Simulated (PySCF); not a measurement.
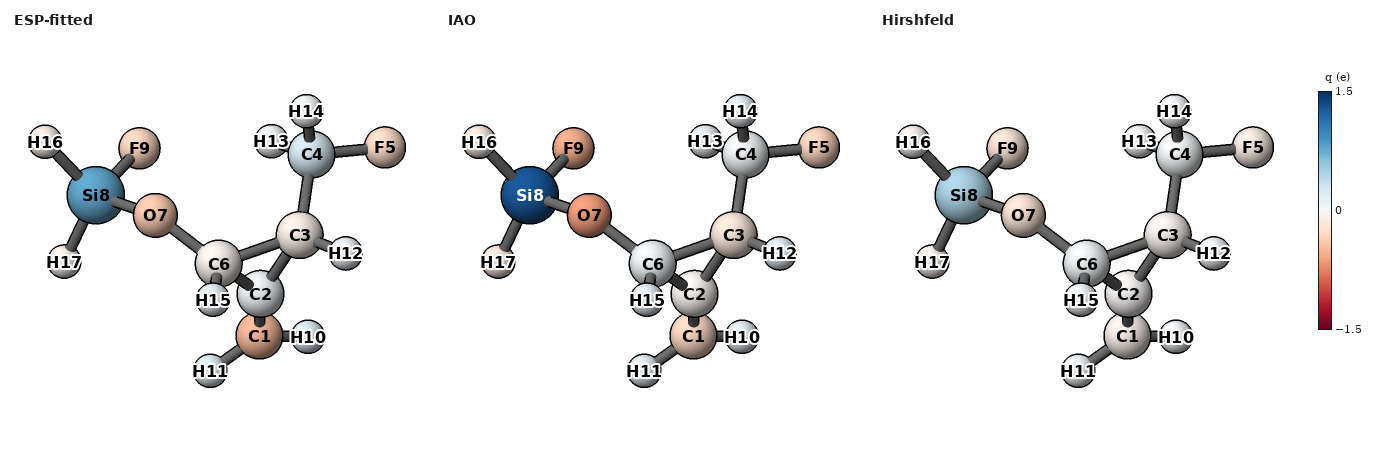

Atomic charges of one calculation by 3 schemes, on one colour scale. Computed geometry: GFN2-xTB optimisation. No frequency run is at hand to confirm it as a minimum. Computed with PBE0/pcSseg-1 (PySCF 2.14.0).

Which scheme gives the most polar picture (largest mean size of the charges)?

The IAO charges are the largest in size here, and the Hirshfeld charges the smallest.

On which atom do the schemes disagree most?

On Si8 (from 0.48 to 1.27 e).

List the charges (e), one line for each set of equivalent atoms.

```
atom  ESP-fitted    IAO  Hirshfeld
  C1       −0.48  −0.31      −0.09
  C2        0.06  −0.03      −0.02
  C3       −0.10  −0.18      −0.05
  C4        0.27   0.05       0.03
  F5       −0.28  −0.33      −0.13
  C6       −0.06   0.06       0.04
  O7       −0.39  −0.62      −0.21
 Si8        0.78   1.27       0.48
  F9       −0.32  −0.54      −0.20
 H10        0.21   0.16       0.06
 H11        0.21   0.16       0.05
 H12        0.10   0.17       0.06
 H13        0.06   0.15       0.03
 H14        0.03   0.14       0.05
 H15        0.15   0.16       0.06
 H16       −0.12  −0.15      −0.07
 H17       −0.10  −0.17      −0.07
```

The geometry is semi-empirical. Around Si such bond lengths and angles can be off by a tenth of an ångström or more and by several degrees, and values that hang on the shape move with them.
